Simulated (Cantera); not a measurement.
Input: 1 mol Si₂H₆, 0.024 mol Cl₂, 43 mol H₂, at 0.133 bar.

Cantera equilibrium calculation (NASA polynomials, part measured and part estimated; ideal gas, pure solids and liquids). Candidate condensed phases: Si; 19 gas species. The feed counts by its element totals alone. Gases not in the tables: Si₂H₆ and higher silanes. Equilibrium is a limit: real reactors are often held back by kinetics, nucleation or transport.

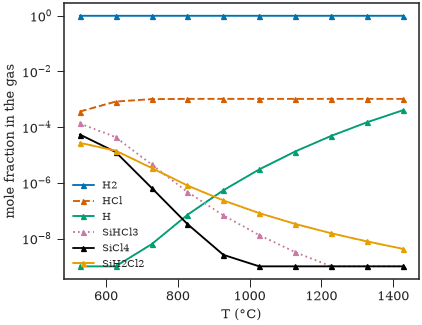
Equilibrium gas composition (values under 1e-9 drawn at 1e-9)

From 527 °C to 1327 °C the condensed part is Si(s). At 1427 °C the condensed part is Si(l). The main Si-bearing gas is SiHCl₃ at 527 °C and SiH₂ at 1427 °C.
